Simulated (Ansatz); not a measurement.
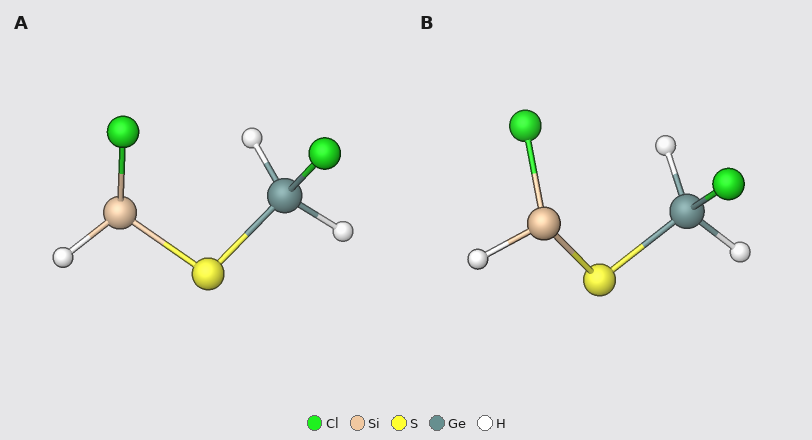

2 stationary structures of one formula. State: neutral, doublet. Geometries: PBE0-D4/def2-TZVP. Electronic energies: PBE-D4/def2-TZVPP (Ansatz 0.2.0), without zero-point energy. No frequency run is at hand to confirm each as a minimum.

Rank them by energy, lowest first.

Answer. B is lowest (C1); A lies 0.2 kcal/mol above it (C1).
